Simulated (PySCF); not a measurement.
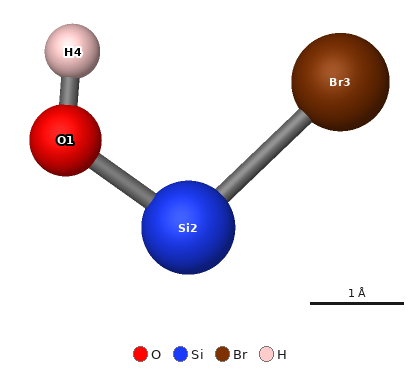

Figure 1. The structure (ball-and-stick view, seen on its broad side; atoms are numbered from 1 in the order of the input). Bond lengths as drawn: Br–Si 2.29 Å, H–O 0.96 Å and O–Si 1.64 Å.

**Single-point calculation, with input and output: SiHBrO**

SiHBrO, multiplicity 3, SMILES O[Si]Br, computed with r2SCAN/STO-3G, UKS (PySCF 2.14.0).

The geometry is that of the parent species in another charge or spin state. The geometry comes from this level: PBE0-D4/def2-TZVP.

The input (run.py)
```python
from pyscf import gto, dft

molecule = gto.M(
    atom='input.xyz',
    spin=2,
    max_memory=1860,
    charge=0,
    basis='sto-3g',
    verbose=4,
)

myscf = dft.UKS(molecule, xc='r2scan')
myscf.conv_tol = 1e-10
myscf.grids.level = 4
myscf.kernel()
if not myscf.converged:
    myscf = myscf.newton().run(myscf.mo_coeff, myscf.mo_occ)

e_tot = myscf.e_tot
print('Final energy', e_tot)
```

File input.xyz
```
4
BrHOSi
O     -0.885200     0.465100    -0.454500
Si    -0.590500    -0.799600     0.539800
Br     1.692600    -0.725200     0.691600
H     -0.161400     0.999400    -0.797200
```

Run on 1 thread of Arm Neoverse V1, 24 GiB of memory available, shared host.

Command:
```bash
OMP_NUM_THREADS=1 python run.py
```

Log
```
PySCF version 2.14.0

[INPUT] num. atoms = 4
[INPUT] num. electrons = 58
[INPUT] charge = 0
[INPUT] spin (= nelec alpha-beta = 2S) = 2
[INPUT] symmetry False subgroup None
[INPUT] Mole.unit = angstrom
[INPUT] Symbol           X                Y                Z      unit          X                Y                Z       unit  Magmom
[INPUT]  1 O     -0.885200000000   0.465100000000  -0.454500000000 AA   -1.672785565465   0.878911620535  -0.858880523615 Bohr   0.0
[INPUT]  2 Si    -0.590500000000  -0.799600000000   0.539800000000 AA   -1.115883276556  -1.511025009202   1.020074162040 Bohr   0.0
[INPUT]  3 Br     1.692600000000  -0.725200000000   0.691600000000 AA    3.198550438439  -1.370429385535   1.306934587749 Bohr   0.0
[INPUT]  4 H     -0.161400000000   0.999400000000  -0.797200000000 AA   -0.305001796505   1.888592288890  -1.506489666503 Bohr   0.0

nuclear repulsion = 211.840014237156
number of shells = 17
number of NR pGTOs = 99
number of NR cGTOs = 33
basis = sto-3g
ecp = {}

******** <class 'pyscf.dft.uks.UKS'> ********
method = UKS
initial guess = minao
damping factor = 0
level_shift factor = 0
DIIS = <class 'pyscf.scf.diis.CDIIS'>
diis_start_cycle = 1
diis_space = 8
diis_damp = 0
SCF conv_tol = 1e-10
SCF conv_tol_grad = None
SCF max_cycles = 50
direct_scf = True
direct_scf_tol = 1e-13
number electrons alpha = 30  beta = 28
XC library pyscf.dft.libxc version 7.0.0
    S. Lehtola, C. Steigemann, M. J.T. Oliveira, and M. A.L. Marques.,  SoftwareX 7, 1–5 (2018)
XC functionals = r2scan
    J. W. Furness, A. D. Kaplan, J. Ning, J. P. Perdew, and J. Sun.,  J. Phys. Chem. Lett. 11, 8208-8215 (2020)
    J. W. Furness, A. D. Kaplan, J. Ning, J. P. Perdew, and J. Sun.,  J. Phys. Chem. Lett. 11, 9248-9248 (2020)
    J. W. Furness, A. D. Kaplan, J. Ning, J. P. Perdew, and J. Sun.,  J. Phys. Chem. Lett. 11, 8208-8215 (2020)
    J. W. Furness, A. D. Kaplan, J. Ning, J. P. Perdew, and J. Sun.,  J. Phys. Chem. Lett. 11, 9248-9248 (2020)
radial grids:
    Treutler-Ahlrichs [JCP 102, 346 (1995); DOI:10.1063/1.469408] (M4) radial grids

becke partition: Becke, JCP 88, 2547 (1988); DOI:10.1063/1.454033
pruning grids: <function nwchem_prune>
grids dens level: 4
symmetrized grids: False
atomic radii adjust function: <function treutler_atomic_radii_adjust>
small_rho_cutoff = 0
Set gradient conv threshold to 1e-05
tot grids = 103072
init E= -2903.57908259562
  alpha nocc = 30  HOMO = -0.141600409308558  LUMO = -0.0485212716799827
  beta  nocc = 28  HOMO = -0.49594237144427  LUMO = -0.355078338915634

WARN: HOMO -0.141600409308558 >= LUMO -0.355078338915634

cycle= 1 E= -2906.69420347951  delta_E= -3.12  |g|= 0.396  |ddm|= 2.11
  alpha nocc = 30  HOMO = 0.0777035596162694  LUMO = 0.192621635456516
  beta  nocc = 28  HOMO = -0.0265443049256959  LUMO = -0.00944181345316797

WARN: HOMO 0.0777035596162694 >= LUMO -0.00944181345316797

cycle= 2 E= -2906.00854500452  delta_E= 0.686  |g|= 1.03  |ddm|= 2.33
  alpha nocc = 30  HOMO = 0.010197249756397  LUMO = 0.215329666904334
  beta  nocc = 28  HOMO = -0.0911646149068981  LUMO = -0.0647681617039235

WARN: HOMO 0.010197249756397 >= LUMO -0.0647681617039235

cycle= 3 E= -2906.8122059774  delta_E= -0.804  |g|= 0.168  |ddm|=    2
  alpha nocc = 30  HOMO = 0.0440986318406164  LUMO = 0.225076124806243
  beta  nocc = 28  HOMO = -0.111179474643111  LUMO = -0.0617466382379586

WARN: HOMO 0.0440986318406164 >= LUMO -0.0617466382379586

cycle= 4 E= -2906.84000245274  delta_E= -0.0278  |g|= 0.0752  |ddm|= 0.711
  alpha nocc = 30  HOMO = 0.021474110194088  LUMO = 0.210774980508829
  beta  nocc = 28  HOMO = -0.120372842877464  LUMO = -0.0766732014832314

WARN: HOMO 0.021474110194088 >= LUMO -0.0766732014832314

cycle= 5 E= -2906.84798414986  delta_E= -0.00798  |g|= 0.00656  |ddm|= 0.233
  alpha nocc = 30  HOMO = 0.0225898451243078  LUMO = 0.212359492281578
  beta  nocc = 28  HOMO = -0.120022247140668  LUMO = -0.0739508564034412

WARN: HOMO 0.0225898451243078 >= LUMO -0.0739508564034412

cycle= 6 E= -2906.84805339946  delta_E= -6.92e-05  |g|= 0.00267  |ddm|= 0.032
  alpha nocc = 30  HOMO = 0.0225696612555799  LUMO = 0.212374256821998
  beta  nocc = 28  HOMO = -0.119749168196235  LUMO = -0.0737763931143456

WARN: HOMO 0.0225696612555799 >= LUMO -0.0737763931143456

cycle= 7 E= -2906.8480612211  delta_E= -7.82e-06  |g|= 0.000501  |ddm|= 0.00668
  alpha nocc = 30  HOMO = 0.0226424934922023  LUMO = 0.212406276768313
  beta  nocc = 28  HOMO = -0.119627381244217  LUMO = -0.0737612228674466

WARN: HOMO 0.0226424934922023 >= LUMO -0.0737612228674466

cycle= 8 E= -2906.84806157216  delta_E= -3.51e-07  |g|= 7.81e-05  |ddm|= 0.002
  alpha nocc = 30  HOMO = 0.0226575617977504  LUMO = 0.212409805315026
  beta  nocc = 28  HOMO = -0.119634782456705  LUMO = -0.0737743625582569

WARN: HOMO 0.0226575617977504 >= LUMO -0.0737743625582569

cycle= 9 E= -2906.84806158172  delta_E= -9.56e-09  |g|= 1.26e-05  |ddm|= 0.000275
  alpha nocc = 30  HOMO = 0.0226582574378239  LUMO = 0.212410201859241
  beta  nocc = 28  HOMO = -0.119635541721997  LUMO = -0.0737767514029695

WARN: HOMO 0.0226582574378239 >= LUMO -0.0737767514029695

cycle= 10 E= -2906.84806158195  delta_E= -2.33e-10  |g|= 2.39e-06  |ddm|= 4.33e-05
  alpha nocc = 30  HOMO = 0.0226579268403042  LUMO = 0.212410604942063
  beta  nocc = 28  HOMO = -0.119635223232736  LUMO = -0.0737766262344569

WARN: HOMO 0.0226579268403042 >= LUMO -0.0737766262344569

cycle= 11 E= -2906.84806158195  delta_E= -2.73e-12  |g|= 8.92e-07  |ddm|= 1.01e-05
  alpha nocc = 30  HOMO = 0.0226577180136173  LUMO = 0.212410551305775
  beta  nocc = 28  HOMO = -0.119635778340932  LUMO = -0.0737765930071613
```

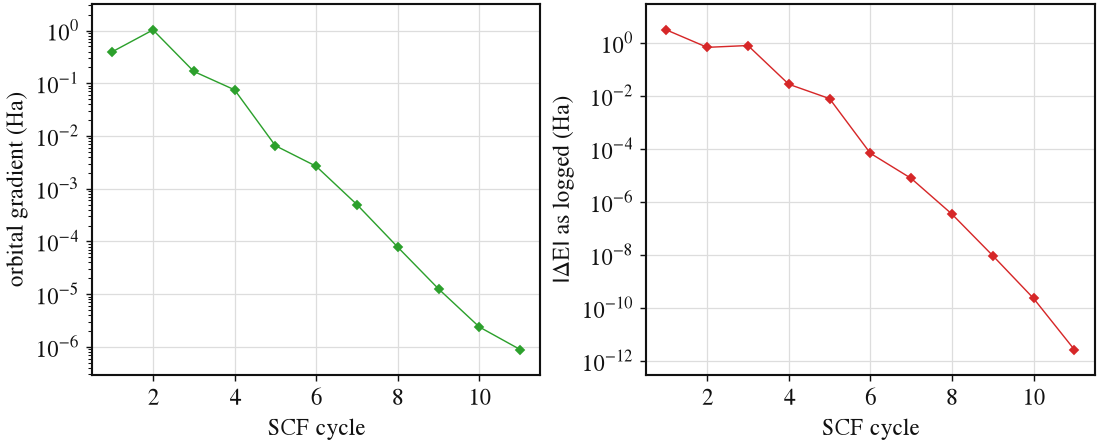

Figure 2. Convergence of the self-consistent field: orbital gradient and size of the energy change against the SCF cycle. The residual comes down, with one marked jump up, by a factor of about 2.5, at step 2.

```
WARN: HOMO 0.0226577180136173 >= LUMO -0.0737765930071613

Extra cycle  E= -2906.84806158196  delta_E= -4.55e-12  |g|= 1.36e-06  |ddm|= 4.1e-06
converged SCF energy = -2906.84806158196  <S^2> = 2.001685  2S+1 = 3.0011231
Final energy -2906.848061581956
```

Key numbers

```tsv
quantity	value
outcome	converged
total energy	−2906.848062 hartree
basis functions	33
⟨S²⟩	2.002
dipole moment	1.45 D
wall time	9 s
peak memory	0.24 GiB
```

Notes

The record of the run, not the program, notes: logged alpha LUMO and gap are faulty.
